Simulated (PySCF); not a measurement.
# One shape, several levels: GaAlNH5SO (SMILES [NH2][Ga]([SH])[O][AlH2])

We compute a comparison of 4 runs (TPSSh/6-31G, PBE/def2-SVP, PBE0/def2-SVP, B3LYP/6-311G**) of GaAlNH5SO. Input form: a Python script.

The calculation is run with PySCF 2.14.0.

### 1 The system as given

GaAlNH5SO has 10 atoms, charge 0, and is taken as a singlet. As SMILES, `[NH2][Ga]([SH])[O][AlH2]`. The shape comes from GFN2-xTB, which is rough for such elements, and wasn't checked as a minimum. This is one conformer, not always the lowest.

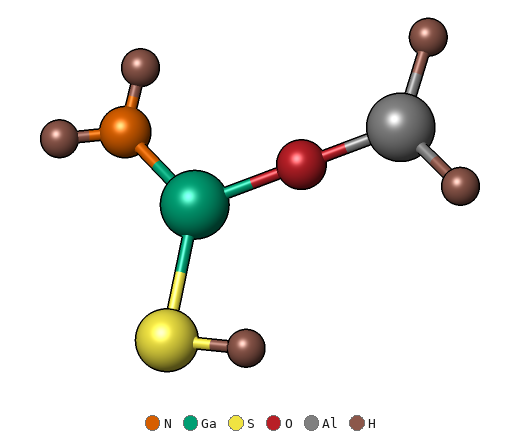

The structure, seen from a chosen angle (nitrogen orange, gallium teal, sulfur yellow, oxygen red, aluminium grey, hydrogen brown).

### 2 Energy and gradient at TPSSh/6-31G (run 1)

Contents of mol.xyz:

```xyz
10
AlGaH5NOS
N     -0.167540    -0.447260     2.322510
Ga     0.359940    -0.743630     0.584540
S      1.462810    -2.486010    -0.219940
O     -0.212370     0.445890    -0.624590
Al    -0.754890     1.548060    -1.746470
H      0.390540    -0.831760     3.076960
H     -0.454420     0.495120     2.567390
H      1.343040    -2.029050    -1.463870
H     -1.635300     2.717310    -1.288920
H     -0.331810     1.331330    -3.207620
```

Contents of calc.py:

```python
import pyscf.grad
from pyscf import gto, dft

mol = gto.M(
    atom='mol.xyz',
    max_memory=1860,
    basis='6-31g',
    verbose=4,
)

mf = dft.RKS(mol, xc='tpssh')
mf.grids.level = 5
mf.conv_tol = 1e-10
mf.kernel()
if not mf.converged:
    mf = mf.newton().run(mf.mo_coeff, mf.mo_occ)

etot = mf.e_tot
print('Final energy', etot)
grad = mf.Gradients().kernel()
dip = mf.dip_moment()
pop, q = mf.mulliken_pop()
```

Run with:

```sh
OMP_NUM_THREADS=1 python calc.py
```

What it wrote:

```text
PySCF version 2.14.0

[... 81 lines left out ...]
converged SCF energy = -2698.13961093532
Final energy -2698.1396109353163
[... 12 lines left out ...]
Dipole moment(X, Y, Z, Debye):  0.24839,  1.68843,  1.03464
[... 92 lines left out ...]
charge of    9H =     -0.22154
```

Run time: 68 s. Hardware: 1 thread of Intel Xeon at 2.70GHz, shared host; peak memory 0.81 GiB.

### 3 Energy and gradient at PBE/def2-SVP (run 2)

mol.xyz is that of step 2.

Contents of calc.py:

```python
# [NH2][Ga]([SH])[O][AlH2]
from pyscf import gto, dft

mol = gto.M(
    atom='mol.xyz',
    charge=0,
    verbose=4,
    max_memory=1860,
    basis='def2-svp',
)

calc0 = dft.RKS(mol, xc='pbe')
calc0.conv_tol = 1e-10
calc0.grids.level = 5
calc0.kernel()
if not calc0.converged:
    calc0 = calc0.newton().run(calc0.mo_coeff, calc0.mo_occ)

e_tot = calc0.e_tot
print(f'total energy: {e_tot:.8f} hartree')
grad = calc0.nuc_grad_method().kernel()
dip = calc0.dip_moment()
pop, q = calc0.mulliken_pop()
```

Run with:

```sh
OMP_NUM_THREADS=1 python calc.py
```

What it wrote:

```text
PySCF version 2.14.0

[... 87 lines left out ...]
converged SCF energy = -2697.27578343443
total energy: -2697.27578343 hartree
[... 12 lines left out ...]
Dipole moment(X, Y, Z, Debye):  0.43847,  0.63786,  1.33915
[... 132 lines left out ...]
charge of    9H =     -0.16868
```

Run time: 74 s. Hardware: 1 thread of Intel Xeon at 2.70GHz, shared host; peak memory 1.3 GiB.

Run 3 isn't shown in full; the table further down has it.

### 4 Energy and forces at B3LYP/6-311G(d,p) (run 4)

Contents of start.xyz:

```xyz
10
AlGaH5NOS
N     -0.167540    -0.447260     2.322510
Ga     0.359940    -0.743630     0.584540
S      1.462810    -2.486010    -0.219940
O     -0.212370     0.445890    -0.624590
Al    -0.754890     1.548060    -1.746470
H      0.390540    -0.831760     3.076960
H     -0.454420     0.495120     2.567390
H      1.343040    -2.029050    -1.463870
H     -1.635300     2.717310    -1.288920
H     -0.331810     1.331330    -3.207620
```

Contents of input.py:

```python
import pyscf.grad
from pyscf import gto, dft

mol = gto.Mole()
mol.atom = 'start.xyz'
mol.basis = '6-311g**'
mol.verbose = 4
mol.max_memory = 1860
mol.spin = 0
mol.build()

myscf = dft.RKS(mol)
myscf.xc = 'b3lyp'
myscf.conv_tol = 1e-10
myscf.grids.level = 5
myscf.kernel()
if not myscf.converged:
    myscf = myscf.newton().run(myscf.mo_coeff, myscf.mo_occ)

etot = myscf.e_tot
print('E(%s) = %.9f' % ('B3LYP', etot))
grad = myscf.Gradients().kernel()
myscf.analyze()
```

Run with:

```sh
OMP_NUM_THREADS=1 python input.py
```

What it wrote:

```text
PySCF version 2.14.0

[... 123 lines left out ...]
MO #17  energy= -3.79411802819541  occ= 2
[... 28 lines left out ...]
MO #46  energy= 0.0302402826162932 occ= 0
[... 28 lines left out ...]
MO #75  energy= 0.608583573173992  occ= 0
[... 28 lines left out ...]
MO #104 energy= 1.55522733037682   occ= 0
[... 28 lines left out ...]
MO #133 energy= 2.98380940219968   occ= 0
[... 28 lines left out ...]
MO #162 energy= 786.472076463449   occ= 0
[... 175 lines left out ...]
Dipole moment(X, Y, Z, Debye):  0.35108,  0.97566,  1.19800
```

Wall time 1.8 min (1 thread of Intel Xeon at 2.70GHz, shared host); peak memory 2 GiB.

### 5 Overview of the runs

```tsv
run	level	energy (Eh)	dipole moment (D)	HOMO energy (eV)	LUMO energy (eV)	wall time
1	TPSSh/6-31G	-2698.139611	2.00	-6.56	-1.32	68 s
2	PBE/def2-SVP	-2697.275783	1.55	-5.90	-1.50	74 s
3	PBE0/def2-SVP	-2697.381195	1.51	-7.26	-0.72	62 s
4	B3LYP/6-311G**	-2698.694480	1.58	-7.17	-1.09	1.8 min
```

### 6 What came out

| quantity | value |
| --- | --- |
| run 4: total energy | -2698.69448 Eh |
| run 4: dipole moment | 1.58 D |
| run 4: HOMO energy | -7.17 eV |
| run 4: LUMO energy | -1.09 eV |
| run 4: HOMO–LUMO gap | 6.08 eV |
| run 4: largest force on an atom | 1.243 eV/Å |

What this shows: The dipole moment (its size) runs from 1.51 D (PBE0/def2-SVP) to 2.00 D (TPSSh/6-31G). The two ends differ in method and basis. The HOMO–LUMO gap runs from 4.40 eV (PBE/def2-SVP) to 6.54 eV (PBE0/def2-SVP). Totals of different functionals can't be ranked against each other. All runs together took 5.2 min, the longest 1.8 min.
